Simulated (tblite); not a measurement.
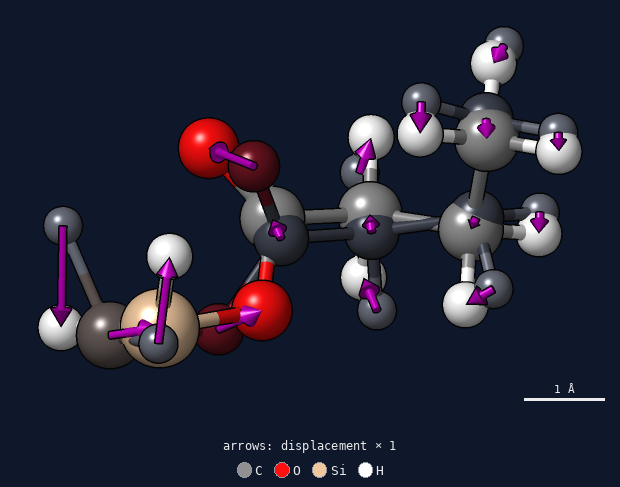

A relaxation of C$_{4}$H$_{9}$O$_{2}$Si (multiplicity 2). The starting structure is drawn faded, the final one solid; purple arrows show the displacements, at their true length. The two geometries are superimposed by the best rigid fit.

A ball-and-stick model, seen from a free direction.

Method: GFN2-xTB geometry optimisation, gas phase (tblite). 

**What happened in the run?**

The energy falls by 0.816 eV in 174 geometry steps. An H atom moves most after the best rigid fit: 1.31 Å. By element the largest moves are H 1.31 Å, O 1.07 Å, Si 0.77 Å, C 0.33 Å. Among the contacts that change: O–Si 1.760 → 1.670 Å, C–O 1.269 → 1.203 Å, C–O 1.391 → 1.328 Å, H–Si 1.500 → 1.450 Å. Among the angles between lasting bonds that change: H–Si–H 103.9° → 118.2°, C–C–H 117.5° → 110.6°, C–C–H 116.2° → 110.5°. Groups turn about C–C by about 65°. The run took 1.1 s on 1 thread of Arm Neoverse V1, with other jobs on the host.
